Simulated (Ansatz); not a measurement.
```yaml
crystal:
  lattice:
    - [5.90926, 0.00000, 0.00000]
    - [0.00000, 5.90926, 0.00000]
    - [0.00000, 0.00000, 5.90926]
  atoms:
    - { symbol: Si, position: [0.25000, 0.25000, 0.25000] }
    - { symbol: Si, position: [0.75000, 0.75000, 0.25000] }
    - { symbol: Si, position: [0.75000, 0.25000, 0.75000] }
    - { symbol: Si, position: [0.25000, 0.75000, 0.75000] }
    - { symbol: Si, position: [0.75000, 0.25000, 0.25000] }
    - { symbol: Si, position: [0.25000, 0.75000, 0.25000] }
    - { symbol: Si, position: [0.25000, 0.25000, 0.75000] }
    - { symbol: Si, position: [0.75000, 0.75000, 0.75000] }
    - { symbol: Si, position: [0.50000, 0.00000, 0.00000] }
    - { symbol: Si, position: [0.00000, 0.50000, 0.00000] }
    - { symbol: Si, position: [0.00000, 0.00000, 0.50000] }
    - { symbol: Si, position: [0.50000, 0.50000, 0.50000] }
    - { symbol: Ni, position: [0.00000, 0.00000, 0.00000] }
    - { symbol: Ni, position: [0.50000, 0.50000, 0.00000] }
    - { symbol: Ni, position: [0.50000, 0.00000, 0.50000] }
    - { symbol: Ni, position: [0.00000, 0.50000, 0.50000] }
```

Space group Fm-3m; started from the BiF3 (D0_3) prototype, which need not be the ambient phase; the program warned that a starting moment wasn't kept; spin-polarised, but the moments vanished.

Theory: DFT PBEsol, scalar-relativistic, plane waves, PAW (Ansatz).

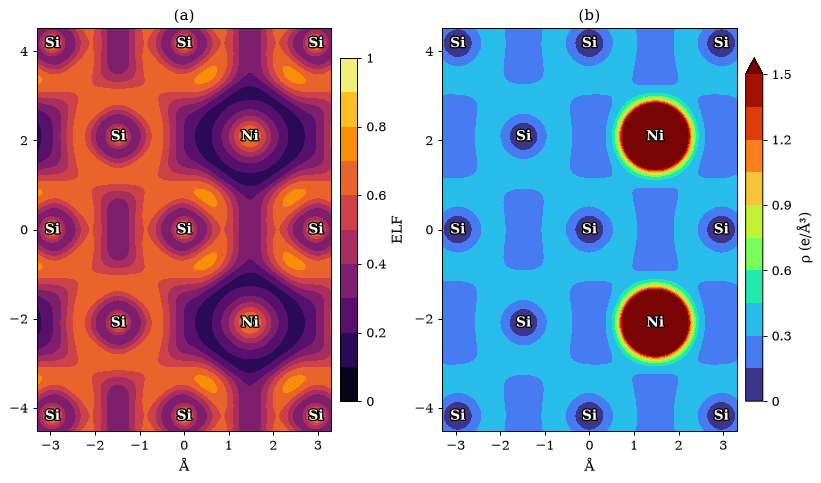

Si₃Ni. (a) electron localisation function; (b) valence charge density (pseudo) on the (110) plane of the conventional cell.

In a PAW calculation such maps are meaningful between the atoms, not at the nuclei.

Read the bonding off the picture.

Answer. Atoms in the plane: Si and Ni. Si–Si (2.56 Å): the density is about 0.34 e/Å³ at the midpoint; the ELF peaks at about 0.70 between the atoms. Si–Ni (2.56 Å): the density is about 0.32 e/Å³ at the midpoint; the ELF peaks at about 0.75 in the valence shell of Si, 0.9 Å from its nucleus, and is about 0.45 at the midpoint. Si–Ni (2.95 Å): ρ is about 0.21 e/Å³ halfway; the ELF peaks at about 0.65 in the valence shell of Si, 0.9 Å from its nucleus, and drops to about 0.15 between the two atoms. Between the atoms the lowest density in this plane is 0.21 e/Å³. The features right at Ni lie inside the PAW spheres, where the map follows smoothed inner orbitals and isn't to be read closely.
